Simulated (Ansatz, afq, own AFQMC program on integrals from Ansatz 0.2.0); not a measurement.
**ZrN (doublet): quantum Monte Carlo beside coupled cluster at distance Zr1–N2 = 1.324 Å, def2-SVP**

Aim: compute ZrN (doublet) with auxiliary-field quantum Monte Carlo on the same integrals as coupled cluster, and set the energies side by side.

Method: def2-SVP, frozen cores; program: Ansatz 0.2.0, Gaussian basis, and an in-house AFQMC program (afq) on its integrals; all values are calculated.

The runs, in order: PBE (unrestricted); r2SCAN (unrestricted); PBE0 (unrestricted); B3LYP (unrestricted); wB97M-V (unrestricted); B2PLYP (unrestricted); CCSD(T) on ROHF; CCSDT(Q) on ROHF; Phaseless AFQMC, CISD trial on ROHF; CCSD(T) on UHF; CCSDT(Q) on UHF; Phaseless AFQMC, CISD trial on UHF.

14 further runs of the same task are left out: 6 that didn't finish, 8 set aside as unsound or not needed.

## (1) The geometry

The geometry derives from a PBE0/def2-TZVP stationary point (not a proven minimum). One bond is set to the value named and the two fragments are kept rigid. No spin-orbit coupling is included. Elements past krypton take def2 core potentials.

2 atoms, charge 0, spin multiplicity 2.

Atoms are counted from 1 here; the program's logs count them from 0.

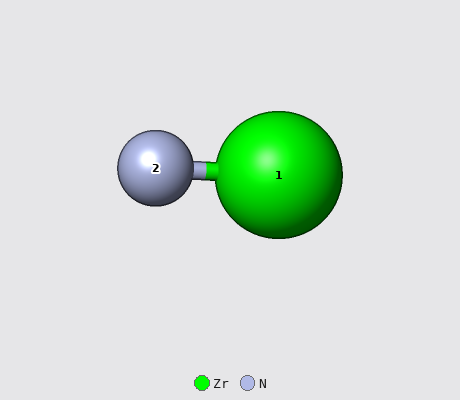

The geometry (zirconium green, nitrogen light blue); atoms are numbered from 1 in the order of the file.

## (2) PBE (unrestricted)

Input file in.yaml:

```yaml
crystal:
  periodic: [false, false, false]
  atoms:
    - {symbol: Zr, position_ang: [0.000000, 0.000000, 0.000000]}
    - {symbol: N, position_ang: [0.000000, 0.000000, 1.324000]}
basis:
  gaussian: {orbitals: def2-SVP}
magnetization: {spin_polarized: true, initial_magnetization: 1}
hamiltonian: {xc: {name: PBE}}
output: {orbitals: {seedname: orbitals}}
```

Launch:

```
> ansatz run in.yaml --threads 1 --pin off --events-out ev --progress --plain --max-ram 1382MiB
```

What it wrote:

```text
Functional definition: PBE
  name "PBE"
  cite "Perdew, Burke & Ernzerhof, Phys. Rev. Lett. 77, 3865 (1996) doi:10.1103/PhysRevLett.77.3865"
  parent pbe
  parameter kappa = 0.804
  parameter beta = 0.06672455060314922
  exchange = pbe_x(kappa = kappa, mu = beta*pi^2/3)
  correlation = pbe_c(beta = beta)
450 factors; their error is unknown
mean field evaluation 1: about -2740.9673 eV, gradient 6.4e1 eV
mean field evaluation 2: about -2561.7809 eV, gradient 1.5e2 eV
mean field evaluation 4: about -2756.8978 eV, gradient 1.6e1 eV
mean field evaluation 8: about -2758.2299 eV, gradient 1.1e-1 eV
mean field evaluation 16: about -2758.2102 eV, gradient 4.4e-5 eV
mean field evaluation 32: about -2757.3221 eV, gradient 9.1e-6 eV
mean field -2758.21019951 eV, -101.3623552500 hartree, gradient 8.5e-6 eV, S^2 0.751070; 5 other end points of the search recorded, 0 dependent functions left out
reference -2758.21023280 eV, -101.3623564732 hartree; 10, 9 occupied and 35, 36 virtual orbitals, 450 factors
Total energy: -2758.21023280 eV, -101.3623564732 hartree
```

Run time: 3.9 s. Hardware: 1 thread of Arm Neoverse V1, shared host.

From the report: ⟨S²⟩ of the determinant 0.751 (pure doublet: 0.75).

## (3) r2SCAN (unrestricted)

in.yaml: that of step 2 with these lines changed.

```diff
@@ -8,3 +8,2 @@
 magnetization: {spin_polarized: true, initial_magnetization: 1}
-hamiltonian: {xc: {name: PBE}}
-output: {orbitals: {seedname: orbitals}}
+hamiltonian: {xc: {name: r2SCAN}}
```

Same command.

What it wrote:

```text
Functional definition: r2SCAN
  name "r2SCAN"
  cite "Furness, Kaplan, Ning, Perdew & Sun, J. Phys. Chem. Lett. 11, 8208 (2020) doi:10.1021/acs.jpclett.0c02405"
  cite "Furness, Kaplan, Ning, Perdew & Sun, J. Phys. Chem. Lett. 11, 9248 (2020) doi:10.1021/acs.jpclett.0c03077"
  parent r2scan
  parameter k0 = 0.174
  parameter k1 = 0.065
  parameter a1 = 4.9479
  exchange = r2scan_x(k0 = k0, k1 = k1, a1 = a1)
  correlation = r2scan_c
450 factors; their error is unknown
mean field evaluation 1: about -2744.4074 eV, gradient 5.9e1 eV
mean field evaluation 2: about -2618.7392 eV, gradient 1.4e2 eV
mean field evaluation 4: about -2758.2404 eV, gradient 1.3e1 eV
mean field evaluation 8: about -2759.0978 eV, gradient 8.2e-2 eV
mean field evaluation 16: about -2759.0825 eV, gradient 9.4e-4 eV
mean field evaluation 32: about -2758.2839 eV, gradient 4.1e-1 eV
mean field evaluation 64: about -2758.7406 eV, gradient 4.0e0 eV
mean field -2759.08253549 eV, -101.3944130060 hartree, gradient 7.3e-6 eV, S^2 0.752274; 5 other end points of the search recorded, 0 dependent functions left out
reference -2759.08256735 eV, -101.3944141767 hartree; 10, 9 occupied and 35, 36 virtual orbitals, 450 factors
Total energy: -2759.08256735 eV, -101.3944141767 hartree
```

Run time: 14 s. Hardware: 1 thread of Arm Neoverse V1, shared host.

From the report: ⟨S²⟩ of the determinant 0.752 (pure doublet: 0.75).

## (4) PBE0 (unrestricted)

in.yaml: that of step 3 with these lines changed.

```diff
@@ -8,2 +8,3 @@
 magnetization: {spin_polarized: true, initial_magnetization: 1}
-hamiltonian: {xc: {name: r2SCAN}}
+hamiltonian: {xc: {name: PBE0}}
+output: {orbitals: {seedname: orbitals}}
```

Same command.

What it wrote:

```text
Functional definition: PBE0
  name "PBE0"
  cite "Adamo & Barone, J. Chem. Phys. 110, 6158 (1999) doi:10.1063/1.478522"
  cite "Perdew, Burke & Ernzerhof, Phys. Rev. Lett. 77, 3865 (1996) doi:10.1103/PhysRevLett.77.3865"
  parent pbe
  parameter a = 0.25
  parameter kappa = 0.804
  parameter beta = 0.06672455060314922
  exchange = (1 - a)*pbe_x(kappa = kappa, mu = beta*pi^2/3) + a*exact_x
  correlation = pbe_c(beta = beta)
472 factors; integrals over basis functions are off by at most 8.6e-4 eV
mean field evaluation 1: about -2744.7611 eV, gradient 5.8e1 eV
mean field evaluation 2: about -2689.0833 eV, gradient 1.2e2 eV
mean field evaluation 4: about -2757.4797 eV, gradient 4.4e0 eV
mean field evaluation 8: about -2757.6691 eV, gradient 8.5e-2 eV
mean field evaluation 16: about -2757.6691 eV, gradient 1.9e-4 eV
mean field -2757.66912214 eV, -101.3424710235 hartree, gradient 1.5e-5 eV, S^2 0.750977; 1 other end points of the search recorded, 0 dependent functions left out
reference -2757.66914776 eV, -101.3424719648 hartree; 10, 9 occupied and 35, 36 virtual orbitals, 472 factors
Total energy: -2757.66914776 eV, -101.3424719648 hartree
```

Run time: 2.7 s. Hardware: 1 thread of Arm Neoverse V1, shared host.

From the report: ⟨S²⟩ of the determinant 0.751 (pure doublet: 0.75).

## (5) B3LYP (unrestricted)

in.yaml: that of step 4 with these lines changed.

```diff
@@ -8,3 +8,2 @@
 magnetization: {spin_polarized: true, initial_magnetization: 1}
-hamiltonian: {xc: {name: PBE0}}
-output: {orbitals: {seedname: orbitals}}
+hamiltonian: {xc: {name: B3LYP}}
```

Launched as before.

What it wrote:

```text
Functional definition: B3LYP
  name "B3LYP"
  cite "Stephens, Devlin, Chabalowski & Frisch, J. Phys. Chem. 98, 11623 (1994) doi:10.1021/j100096a001"
  cite "Becke, Phys. Rev. A 38, 3098 (1988) doi:10.1103/PhysRevA.38.3098"
  cite "Lee, Yang & Parr, Phys. Rev. B 37, 785 (1988) doi:10.1103/PhysRevB.37.785"
  cite "Vosko, Wilk & Nusair, Can. J. Phys. 58, 1200 (1980) doi:10.1139/p80-159"
  parameter a0 = 0.2
  parameter ax = 0.72
  parameter ac = 0.81
  exchange = (1 - a0 - ax)*slater_x + ax*b88_x + a0*exact_x
  correlation = (1 - ac)*vwn_rpa_c + ac*lyp_c
472 factors; integrals over basis functions are off by at most 8.6e-4 eV
mean field evaluation 1: about -2745.5747 eV, gradient 6.2e1 eV
mean field evaluation 2: about -2668.2671 eV, gradient 1.3e2 eV
mean field evaluation 4: about -2759.7029 eV, gradient 5.2e0 eV
mean field evaluation 8: about -2759.9174 eV, gradient 9.3e-2 eV
mean field evaluation 16: about -2759.9174 eV, gradient 1.1e-4 eV
mean field -2759.91743150 eV, -101.4250948683 hartree, gradient 2.0e-5 eV, S^2 0.750486; 1 other end points of the search recorded, 0 dependent functions left out
reference -2759.91759496 eV, -101.4251008756 hartree; 10, 9 occupied and 35, 36 virtual orbitals, 472 factors
Total energy: -2759.91759496 eV, -101.4251008756 hartree
```

Wall time 2.5 s (1 thread of Arm Neoverse V1, shared host).

From the report: ⟨S²⟩ of the determinant 0.750 (pure doublet: 0.75).

## (6) wB97M-V (unrestricted)

in.yaml: that of step 5 with these lines changed.

```diff
@@ -8,2 +8,3 @@
 magnetization: {spin_polarized: true, initial_magnetization: 1}
-hamiltonian: {xc: {name: B3LYP}}
+hamiltonian: {xc: {name: wB97M-V}}
+output: {orbitals: {seedname: orbitals}}
```

Same command.

What it wrote:

```text
Functional definition: wB97M-V
  name "wB97M-V"
  cite "Mardirossian & Head-Gordon, J. Chem. Phys. 144, 214110 (2016) doi:10.1063/1.4952647"
  cite "Becke, J. Chem. Phys. 107, 8554 (1997) doi:10.1063/1.475007"
  cite "Vydrov & Van Voorhis, J. Chem. Phys. 133, 244103 (2010) doi:10.1063/1.3521275"
  # Of w^i u^j: cxij and so on, Table III.
  parameter omega = 0.3/bohr
  parameter cx = 0.15
  parameter cx01 = 1.007
  parameter cx10 = 0.259
  parameter css00 = 0.443
  parameter css04 = -1.437
  parameter css10 = -4.535
  parameter css20 = -3.390
  parameter css43 = 4.278
  parameter cos00 = 1.000
  parameter cos10 = 1.358
  parameter cos20 = 2.924
  parameter cos21 = -8.812
  parameter cos60 = -1.390
  parameter cos61 = 9.142
  parameter b = 6.0
  parameter c = 0.01
  gx(w, u) = 1 - cx + cx01*u + cx10*w
  gss(w, u) = css00 + css04*u^4 + css10*w + css20*w^2 + css43*w^4*u^3
  gos(w, u) = cos00 + cos10*w + (cos20 + cos21*u)*w^2 + (cos60 + cos61*u)*w^6
  exchange = spin_sum(e_x_unif_sr(omega)*gx(b97_w, b97_u_x)) + cx*exact_x_sr(omega) + exact_x_lr(omega)
  correlation = spin_sum(e_c_pw_mod_same_spin*gss(b97_w, b97_u_same))
      + integral(e_c_pw_mod_opposite_spin*gos(b97_w_opposite, b97_u_opposite)) + vv10(b, c)
472 factors; integrals over basis functions are off by at most 8.6e-4 eV
118 factors; integrals over basis functions are off by at most 6.6e-5 eV
mean field evaluation 1: about -2745.2184 eV, gradient 5.5e1 eV
mean field evaluation 2: about -2731.4572 eV, gradient 7.9e1 eV
mean field evaluation 4: about -2756.8752 eV, gradient 1.3e0 eV
mean field evaluation 8: about -2756.9482 eV, gradient 6.8e-2 eV
mean field evaluation 16: about -2756.9485 eV, gradient 2.5e-4 eV
mean field evaluation 32: about -2756.4593 eV, gradient 4.3e0 eV
mean field -2756.94849124 eV, -101.3159883263 hartree, gradient 1.5e-5 eV, S^2 0.750353; 1 other end points of the search recorded, 0 dependent functions left out
reference -2756.94852438 eV, -101.3159895441 hartree; 10, 9 occupied and 35, 36 virtual orbitals, 472 factors
Total energy: -2756.94852438 eV, -101.3159895441 hartree
```

Run time: 14 s. Hardware: 1 thread of Arm Neoverse V1, shared host; peak memory 0.25 GiB.

From the report: ⟨S²⟩ of the determinant 0.750 (pure doublet: 0.75).

## (7) B2PLYP (unrestricted)

in.yaml: that of step 6 with these lines changed.

```diff
@@ -8,3 +8,3 @@
 magnetization: {spin_polarized: true, initial_magnetization: 1}
-hamiltonian: {xc: {name: wB97M-V}}
-output: {orbitals: {seedname: orbitals}}
+hamiltonian: {xc: {name: B2PLYP}}
+correlation: {electrons: outside_noble_gas}
```

Launched as before.

What it wrote:

```text
Functional definition: B2PLYP
  name "B2PLYP"
  cite "Grimme, J. Chem. Phys. 124, 034108 (2006) doi:10.1063/1.2148954"
  cite "Becke, Phys. Rev. A 38, 3098 (1988) doi:10.1103/PhysRevA.38.3098"
  cite "Lee, Yang & Parr, Phys. Rev. B 37, 785 (1988) doi:10.1103/PhysRevB.37.785"
  parameter a = 0.53
  parameter c = 0.27
  exchange = (1 - a)*b88_x + a*exact_x
  correlation = (1 - c)*lyp_c + c*(mp2_os + mp2_ss)
472 factors; integrals over basis functions are off by at most 8.6e-4 eV
mean field evaluation 1: about -2740.8567 eV, gradient 5.3e1 eV
mean field evaluation 2: about -2741.1394 eV, gradient 5.3e1 eV
mean field evaluation 4: about -2751.4707 eV, gradient 5.9e0 eV
mean field evaluation 8: about -2751.7000 eV, gradient 4.0e-1 eV
mean field evaluation 16: about -2751.7021 eV, gradient 2.6e-4 eV
mean field evaluation 32: about -2751.6984 eV, gradient 4.0e-1 eV
mean field -2751.70211377 eV, -101.1231875103 hartree, gradient 3.9e-6 eV, S^2 0.750660; 2 other end points of the search recorded, 0 dependent functions left out
5 core orbitals not correlated: weight in the atoms' cores, before any rotation towards them, 0.919 or more for the frozen orbitals, at most 0.042 for the correlated occupied ones
reference -2751.70221658 eV, -101.1231912887 hartree; 5, 4 occupied and 35, 36 virtual orbitals, 472 factors
second order -7.72708139 eV of doubles, -0.00000000 eV of singles
Total energy: -2753.78852856 eV, -101.1998618396 hartree
```

Run time: 3.4 s. Hardware: 1 thread of Arm Neoverse V1, shared host.

From the report: ⟨S²⟩ of the determinant 0.751 (pure doublet: 0.75).

## (8) CCSD(T) on ROHF

Input file in.yaml:

```yaml
crystal:
  periodic: [false, false, false]
  atoms:
    - {symbol: Zr, position_ang: [0.000000, 0.000000, 0.000000]}
    - {symbol: N, position_ang: [0.000000, 0.000000, 1.324000]}
basis:
  gaussian: {orbitals: def2-SVP}
magnetization: {spin_polarized: false, initial_magnetization: 1}
correlation: {method: ccsd_t, electrons: outside_noble_gas, hamiltonian_folder: ham}
```

Same command.

What it wrote:

```text
Functional definition: HF
  name "HF"
  cite "Fock, Z. Phys. 61, 126 (1930) doi:10.1007/BF01340294"
  parent pbe
  exchange = exact_x
  correlation = 0
472 factors; integrals over basis functions are off by at most 8.6e-4 eV
mean field evaluation 1: about -2730.4702 eV, gradient 6.0e1 eV
mean field evaluation 2: about -2730.4844 eV, gradient 6.0e1 eV
mean field evaluation 4: about -2737.7655 eV, gradient 4.0e0 eV
mean field evaluation 8: about -2737.8411 eV, gradient 6.8e-2 eV
mean field evaluation 16: about -2736.5274 eV, gradient 5.4e-1 eV
mean field evaluation 32: about -2737.7014 eV, gradient 2.2e0 eV
mean field evaluation 64: about -2736.5294 eV, gradient 4.9e-3 eV
mean field evaluation 96: about -2734.2133 eV, gradient 4.6e-1 eV
mean field evaluation 128: about -2736.5293 eV, gradient 1.2e-1 eV
mean field evaluation 160: about -2731.6052 eV, gradient 7.1e-2 eV
mean field evaluation 192: about -2736.0403 eV, gradient 7.4e-2 eV
mean field evaluation 224: about -2731.9868 eV, gradient 3.4e0 eV
mean field evaluation 256: about -2729.8225 eV, gradient 7.3e-2 eV
mean field evaluation 288: about -2729.8495 eV, gradient 6.3e-1 eV
mean field evaluation 320: about -2736.5126 eV, gradient 1.2e-1 eV
mean field evaluation 352: about -2736.0404 eV, gradient 2.0e-2 eV
mean field -2737.84114317 eV, -100.6138062360 hartree, gradient 9.9e-6 eV, S^2 0.750000; 6 other end points of the search recorded, 0 dependent functions left out
mean field evaluation 384: about -2732.2033 eV, gradient 1.8e0 eV
determinant -2737.84114317 eV, -100.6138062360 hartree, with singles and doubles -2743.87444831 eV, -100.8355261107 hartree
determinant -2736.52940159 eV, -100.5656006222 hartree, with singles and doubles -2742.66068286 eV, -100.7909210530 hartree
determinant -2736.04040231 eV, -100.5476302302 hartree, with singles and doubles -2742.00174231 eV, -100.7667054344 hartree
5 core orbitals not correlated: weight in the atoms' cores, before any rotation towards them, 0.911 or more for the frozen orbitals, at most 0.050 for the correlated occupied ones
reference -2737.84114317 eV, -100.6138062360 hartree; 5, 4 occupied and 35, 36 virtual orbitals, 472 factors
second order -6.09403153 eV of doubles, -0.00333421 eV of singles
cycle   1  -6.03326858 eV  change    3.7e-5 eV  update   4.2e-4
cycle   2  -6.03326674 eV  change    1.8e-6 eV  update   2.3e-4
cycle   3  -6.03318035 eV  change    8.6e-5 eV  update   9.9e-5
cycle   4  -6.03318015 eV  change    2.0e-7 eV  update   3.4e-5
cycle   5  -6.03322016 eV  change   -4.0e-5 eV  update   9.4e-6
cycle   6  -6.03322797 eV  change   -7.8e-6 eV  update   4.6e-6
perturbative correction -0.21582244 eV, -0.0079313283 hartree
Total energy: -2744.09019358 eV, -100.8434546028 hartree
```

It took 2.5 s on 1 thread of Arm Neoverse V1, shared host.

From the report: correlation -6.2491 eV; T1 0.021; largest double amplitude 0.03.

This run also writes the integrals to the folder ham.

## (9) CCSDT(Q) on ROHF

in.yaml: that of step 8 with these lines changed.

```diff
@@ -8,2 +8,2 @@
 magnetization: {spin_polarized: false, initial_magnetization: 1}
-correlation: {method: ccsd_t, electrons: outside_noble_gas, hamiltonian_folder: ham}
+correlation: {method: ccsdt_q, electrons: outside_noble_gas}
```

Same command.

What it wrote:

```text
Functional definition: HF
  name "HF"
  cite "Fock, Z. Phys. 61, 126 (1930) doi:10.1007/BF01340294"
  parent pbe
  exchange = exact_x
  correlation = 0
801 factors; integrals over basis functions are off by at most 1.9e-7 eV
mean field evaluation 1: about -2730.4763 eV, gradient 6.0e1 eV
mean field evaluation 2: about -2730.4859 eV, gradient 6.0e1 eV
mean field evaluation 4: about -2737.7661 eV, gradient 4.0e0 eV
mean field evaluation 8: about -2737.8412 eV, gradient 6.9e-2 eV
mean field evaluation 16: about -2736.5293 eV, gradient 1.7e-1 eV
mean field evaluation 32: about -2737.6900 eV, gradient 3.4e0 eV
mean field evaluation 64: about -2736.5295 eV, gradient 5.5e-4 eV
mean field evaluation 96: about -2734.2227 eV, gradient 2.5e-1 eV
mean field evaluation 128: about -2736.5295 eV, gradient 6.3e-2 eV
mean field evaluation 160: about -2731.6057 eV, gradient 3.0e-2 eV
mean field evaluation 192: about -2736.0405 eV, gradient 6.5e-4 eV
mean field evaluation 224: about -2732.0251 eV, gradient 2.6e-1 eV
mean field evaluation 256: about -2729.8227 eV, gradient 5.9e-4 eV
mean field evaluation 288: about -2734.2249 eV, gradient 2.6e-1 eV
mean field evaluation 320: about -2736.5288 eV, gradient 2.6e-1 eV
mean field evaluation 352: about -2736.5295 eV, gradient 8.8e-4 eV
a density is far from that of the atoms, so the factors are made again for it
856 factors; integrals over basis functions are off by at most 3.8e-8 eV
mean field evaluation 384: about -2736.9598 eV, gradient 4.0e0 eV
mean field evaluation 416: about -2736.5295 eV, gradient 1.6e-2 eV
mean field evaluation 448: about -2734.2136 eV, gradient 1.0e0 eV
mean field evaluation 480: about -2736.5281 eV, gradient 4.7e-1 eV
mean field evaluation 512: about -2731.6041 eV, gradient 1.3e-1 eV
mean field evaluation 544: about -2736.0404 eV, gradient 3.0e-2 eV
mean field evaluation 576: about -2732.0184 eV, gradient 1.0e0 eV
mean field evaluation 608: about -2729.8227 eV, gradient 2.8e-2 eV
mean field evaluation 640: about -2734.1954 eV, gradient 3.8e0 eV
mean field evaluation 672: about -2737.8412 eV, gradient 1.4e-4 eV
mean field evaluation 704: about -2733.7306 eV, gradient 8.4e-2 eV
mean field -2737.84119633 eV, -100.6138081897 hartree, gradient 1.6e-6 eV, S^2 0.750000; 7 other end points of the search recorded, 0 dependent functions left out
mean field evaluation 736: about -2732.0288 eV, gradient 1.8e0 eV
determinant -2737.84119633 eV, -100.6138081897 hartree, with singles and doubles -2743.87449785 eV, -100.8355279311 hartree
determinant -2736.52945898 eV, -100.5656027311 hartree, with singles and doubles -2742.66073716 eV, -100.7909230483 hartree
determinant -2736.04045826 eV, -100.5476322861 hartree, with singles and doubles -2742.00179606 eV, -100.7667074096 hartree
5 core orbitals not correlated: weight in the atoms' cores, before any rotation towards them, 0.911 or more for the frozen orbitals, at most 0.050 for the correlated occupied ones
reference -2737.84119633 eV, -100.6138081897 hartree; 5, 4 occupied and 35, 36 virtual orbitals, 856 factors
second order -6.09403611 eV of doubles, -0.00333421 eV of singles
cycle   1  -5.79233644 eV  change    3.1e-1 eV  update   9.0e-2
cycle   2  -6.12005819 eV  change   -3.3e-1 eV  update   4.2e-2
cycle   3  -6.26790095 eV  change   -1.5e-1 eV  update   1.8e-2
cycle   4  -6.26259881 eV  change    5.3e-3 eV  update   7.4e-3
cycle   5  -6.24656356 eV  change    1.6e-2 eV  update   3.2e-3
cycle   6  -6.24832440 eV  change   -1.8e-3 eV  update   1.3e-3
cycle   7  -6.25044771 eV  change   -2.1e-3 eV  update   6.3e-4
cycle   8  -6.25016687 eV  change    2.8e-4 eV  update   2.5e-4
cycle   9  -6.24998712 eV  change    1.8e-4 eV  update   1.3e-4
cycle  10  -6.25003362 eV  change   -4.6e-5 eV  update   5.4e-5
cycle  11  -6.25001838 eV  change    1.5e-5 eV  update   2.2e-5
cycle  12  -6.25001482 eV  change    3.6e-6 eV  update   9.6e-6
cycle  13  -6.25002795 eV  change   -1.3e-5 eV  update   3.0e-6
cycle  14  -6.25002822 eV  change   -2.7e-7 eV  update   1.1e-6
perturbative correction -0.01823118 eV, -0.0006699834 hartree
Total energy: -2744.10945573 eV, -100.8441624738 hartree
```

Run time: 23 s. Hardware: 1 thread of Arm Neoverse V1, shared host; peak memory 0.36 GiB.

From the report: correlation -6.2683 eV; T1 0.021; largest double amplitude 0.03.

[end of part 1 of 2]
